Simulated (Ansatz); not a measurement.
# C$_{2}$H$_{2}$FNO: what the fields show

The calculation's input:

```
crystal:
  periodic: [false, false, false]
  atoms:
    - { symbol: "N", position_ang: [-1.3164, -0.3986, 0.3393] }
    - { symbol: C, position_ang: [-0.1377, 0.0351, 0.3538] }
    - { symbol: F, position_ang: [0.3322, 0.4674, 1.5035] }
    - { symbol: C, position_ang: [0.7923, 0.0271, -0.8829] }
    - { symbol: O, position_ang: [1.8823, 0.3805, -0.8633] }
    - { symbol: H, position_ang: [-1.7272, -0.2279, 1.2821] }
    - { symbol: H, position_ang: [0.2357, -0.3516, -1.7782] }
basis:
  gaussian: { orbitals: def2-SVP }
hamiltonian:
  xc: b3lyp
  dispersion: d4
relax:
  f_tol: 0.02
  max_steps: 40
scf:
  lower_state_search: "off"
output:
  orbitals: {}
```

Launched as:

```sh
ansatz run input.yaml --threads 1 --pin off --max-ram 2048MiB --backend cpu --events-out ev --progress --plain --runs-dir out
```

The fields are those of the relaxed geometry.

All numbers below come from RKS B3LYP-D4/def2-SVP in Ansatz 0.2.0.

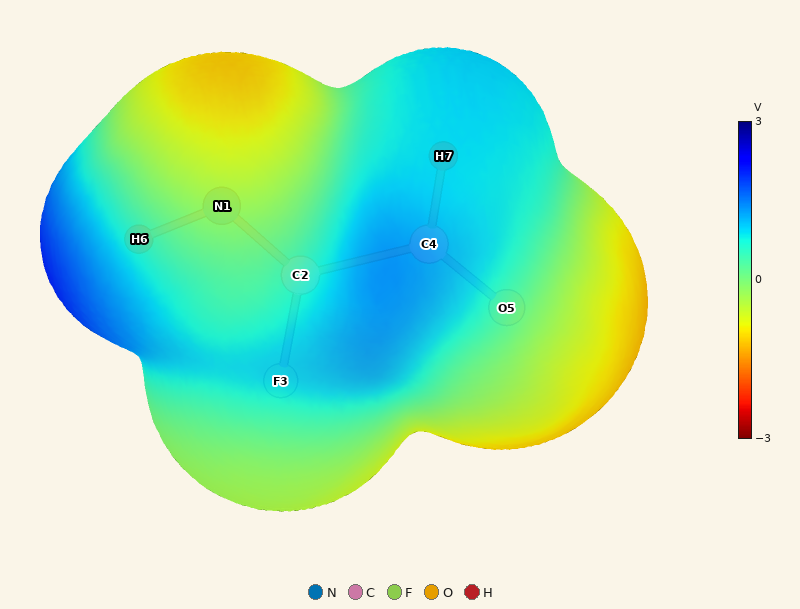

Figure 1. The molecular electrostatic potential painted on the density surface at 0.002 e/bohr³, seen at a tilt; red is negative and blue positive.

> Where is the surface potential most negative and most positive?

The most negative region (about −1.3 V) lies over O5, the most positive (about +2.0 V) over H6. O5 is the likeliest acceptor of a hydrogen bond.

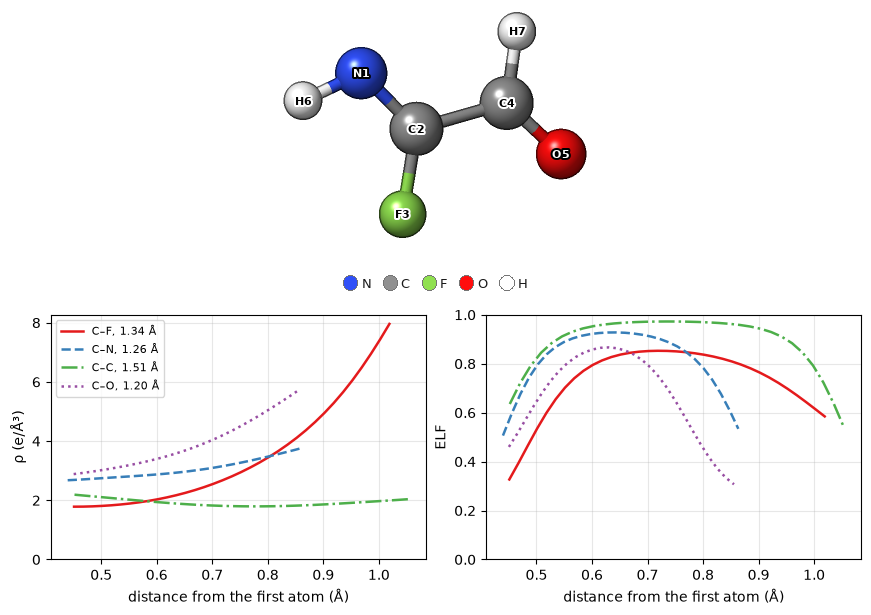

Figure 2. Electron density and electron localisation function along straight lines between neighbouring atoms. The curves leave out the atomic cores. The structure is drawn too.

> Compare the contacts.

C–F (1.34 Å): ρ is about 2.3 e/Å³ halfway; the ELF peaks at about 0.85 between the atoms; a shared but strongly polarised pair.
C–N (1.26 Å): ρ at the midpoint is about 2.9 e/Å³; the ELF peaks at about 0.95 between the atoms: a short, multiple covalent bond.
C–C (1.51 Å): ρ is about 1.8 e/Å³ halfway; the ELF peaks at about 1 between the atoms, as expected for a shared electron pair.
C–O (1.20 Å): ρ at the midpoint is about 3.4 e/Å³; the ELF peaks at about 0.85 between the atoms: a short, multiple covalent bond.

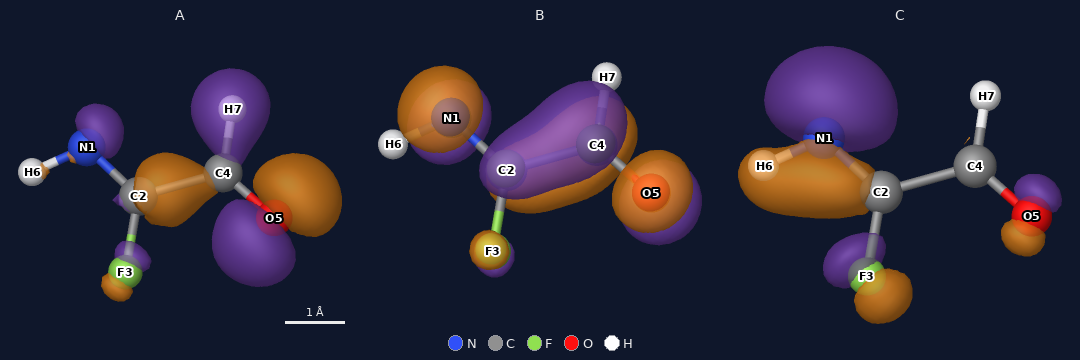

Figure 3. Three frontier orbitals at ±0.15 Å⁻³ᐟ² (orange and purple are the two phases), in no order.

> Order the three orbitals by energy and name them.

C is the HOMO−1 (−9.03 eV). It lies mainly on N1 (about 70 %), C2 (about 10 %) and F3 (about 10 %); it is symmetric in the molecular plane (an in-plane orbital: σ, lone-pair or in-plane π type); largely a lone pair of N1. A is the HOMO (−7.92 eV). By Hirshfeld shares it lies mainly on O5 (about 60 %), C4 (about 15 %), C2 (about 10 %) and H7 (about 10 %); it is symmetric in the molecular plane (an in-plane orbital: σ, lone-pair or in-plane π type). B is the LUMO (−2.62 eV). It lies mainly on C4 (about 30 %), O5 (about 25 %), N1 (about 20 %) and C2 (about 15 %); it changes sign across the molecular plane (π type); π-bonding across C2–C4; π-antibonding (a node) across N1–C2 and C4–O5.

> What is the HOMO–LUMO gap?

5.30 eV between the orbital energies.
